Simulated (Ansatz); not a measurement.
Start from Cs₂AgBiBr₆ (space group Fm-3m, No. 225; a = 10.996 Å). Axes: x, y, z lie along the cube axes.

The change: a pure shear with ε_xy = ε_yx = 0.0160, atoms relaxed at fixed cell.

Computed with LDA (Ansatz, an electronic-structure program, PAW, no spin-orbit coupling).

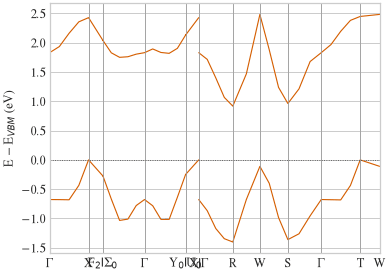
Highest valence and lowest conduction band along the path of the changed cell's own zone

**Question.** Read the changed gap and its character from the plot.

**Answer.** About 0.92 eV, indirect, X → R.

With Bi present, leaving out spin-orbit coupling can change the band edges. The cells carry an imposed strain or load. Whether these cells are dynamically stable was not tested. Labels are those of the standard path for the cell's own space group.
